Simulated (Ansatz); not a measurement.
# Run report: C₂H₂Te, single-point calculation

C₂H₂Te, multiplicity 3, computed with UKS PBEsol-d4/def2-SVP (Ansatz 0.2.0).

The geometry comes from this level: PBE0-D4/def2-TZVP. Figures and captions count atoms from 1; the log counts them from 0 in places.

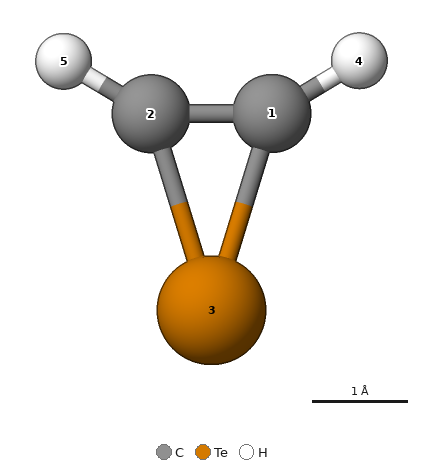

**Figure 1.** The structure (ball-and-stick view, seen on its broad side; atoms are numbered from 1 in the order of the input).

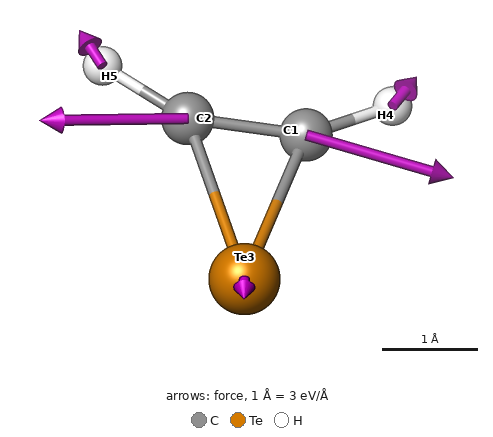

**Figure 2.** Forces on the atoms as pink arrows (ball-and-stick view, seen at a tilt; atoms are numbered from 1 in the order of the input). The largest act on C1, C2 (4.88 eV/Å); H4, H5 (1.55 eV/Å). The geometry is not a stationary point of this energy.

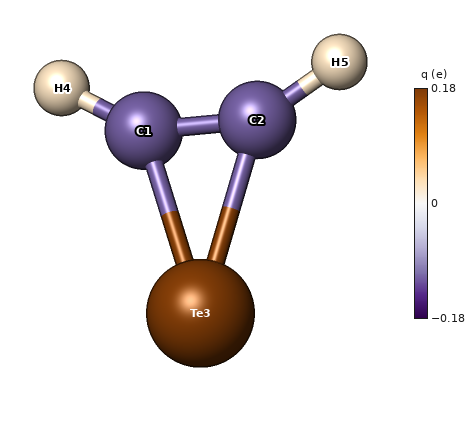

**Figure 3.** Mulliken charges, as the colour of each atom (ball-and-stick view, seen at an oblique angle; atoms are numbered from 1 in the order of the input). By element: C −0.12, Te +0.18 and H +0.03 e.

The input that produced these results follows, with the program's output.

**Input file**
```yaml
crystal:
  periodic: [false, false, false]
  atoms:
    - {symbol: C, position_ang: [-0.523154, -0.346055, -0.225601]}
    - {symbol: C, position_ang: [0.334843, 0.564687, -0.002734]}
    - {symbol: Te, position_ang: [1.024885, -1.223568, 1.024625]}
    - {symbol: H, position_ang: [-1.444581, -0.650273, -0.691914]}
    - {symbol: H, position_ang: [0.658007, 1.581609, -0.145775]}
basis:
  gaussian: {orbitals: def2-SVP}
magnetization: {spin_polarized: true, initial_magnetization: 2}
hamiltonian: {xc: {name: PBEsol}, dispersion: d4}
accuracy: high
output: {forces: true}
```

Command:
```bash
ansatz run in.yaml --threads 2 --pin off --events-out ev --progress --plain --max-ram 4352MiB
```

**Log**
```
Functional definition: PBEsol
  name "PBEsol"
  cite "Perdew et al., Phys. Rev. Lett. 100, 136406 (2008) doi:10.1103/PhysRevLett.100.136406"
  cite "Perdew, Burke & Ernzerhof, Phys. Rev. Lett. 77, 3865 (1996) doi:10.1103/PhysRevLett.77.3865"
  parent pbesol
  exchange = pbesol_x
  correlation = pbesol_c
1525 factors; integrals over basis functions are off by at most 3.0e-9 eV
mean field evaluation 1: about -9351.5935 eV, gradient 5.9e1 eV
mean field evaluation 2: about -9209.9318 eV, gradient 1.4e2 eV
mean field evaluation 4: about -9373.5725 eV, gradient 3.6e0 eV
mean field evaluation 8: about -9373.6994 eV, gradient 8.8e-2 eV
mean field evaluation 16: about -9373.6930 eV, gradient 1.7e-4 eV
mean field evaluation 32: about -9370.2723 eV, gradient 8.4e0 eV
mean field -9373.69298877 eV, -344.4768636199 hartree, gradient 1.2e-8 eV, S^2 2.002328; 6 other end points of the search recorded, 0 dependent functions left out
the calculation of the forces begins
reference -9373.69299156 eV, -344.4768637224 hartree; 20, 18 occupied and 44, 46 virtual orbitals, 1525 factors
Total energy: -9373.72471654 eV, -344.4780295940 hartree
Atom 0 at    -0.523154    -0.346055    -0.225601 Å, force    -2.734399    -4.023034    -0.332209 eV/Å
Atom 1 at     0.334843     0.564687    -0.002734 Å, force     3.729020     2.837469     1.346762 eV/Å
Atom 2 at     1.024885    -1.223568     1.024625 Å, force     0.452725    -0.538978     0.460441 eV/Å
Atom 3 at    -1.444581    -0.650273    -0.691914 Å, force    -1.249053     0.304624    -0.873976 eV/Å
Atom 4 at     0.658007     1.581609    -0.145775 Å, force    -0.198292     1.419918    -0.601017 eV/Å
Dipole moment:    -0.035031     0.041731    -0.035721 e Å
```

**Summary**

```tsv
quantity	value
outcome	converged
total energy	−9373.7247 eV
mean-field energy	−9373.6930 eV
dispersion energy	−0.0317 eV
⟨S²⟩	2.002
SCF solution under orbital rotations	stable
largest force (length of the vector)	4.876 eV/Å
dipole moment	0.31 D
hardware	2 threads of Arm Neoverse V1, 23 GiB of memory available, shared host
wall time	6 s (CPU time 11 s)
peak memory	0.21 GiB
```
